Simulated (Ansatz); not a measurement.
```xyz
5

F    -0.5407   -1.4883   -1.6853
F     0.4752    0.6242    2.0142
F    -1.7590   -0.5093    1.3524
P     0.7097   -0.6871   -0.9601
Si   -0.2654   -0.1981    0.8444
```

Geometry: B3LYP-D3(BJ)/def2-SVP.

The calculation used Ansatz, isolated molecule in a Gaussian basis; Kohn-Sham density functional theory, functional PBE0.

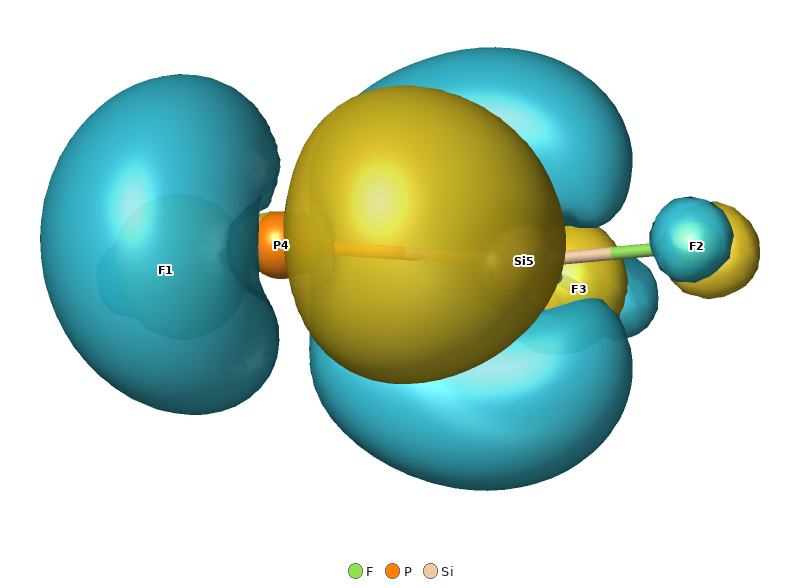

F₃PSi (SMILES FP=[Si](F)F). One frontier orbital at ±0.1 Å⁻³ᐟ² (yellow and cyan are the two phases), seen from one side.

### Which orbital is it: HOMO or LUMO?

The LUMO, at −2.30 eV. Its weight (Hirshfeld) is mainly on P4 (about 45 %), Si5 (about 35 %), F1 (about 10 %) and F3 (about 5 %); it is symmetric in the molecular plane (an in-plane orbital: σ, lone-pair or in-plane π type).
